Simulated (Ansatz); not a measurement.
The starting structures come from a database of crystals and need not be the phases stable at ambient conditions.

 Where the default PAW files enter, the runs use the earlier of Ansatz's two default sets.

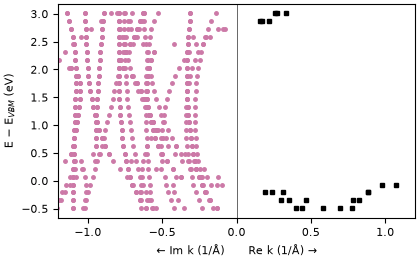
Complex bands at the centre of the two-dimensional zone; r2SCAN (Ansatz, a first-principles code)

No gap correction and no spin-orbit coupling; mid-gap values are interpolated between computed energies.

**Question.** This is MgPb2WO6 (Fm-3m, not sure to be the ambient phase, 10 atoms a cell, 13.2 Å³ an atom, -8 GPa at this level) along the normal of (110). Read off the slowest decay at the centre of the two-dimensional zone at 1.33 eV, the computed energy nearest the middle of the gap.

**Answer.** κ ≈ 0.28 1/Å, a decay length 1/(2κ) of the density of 1.8 Å.
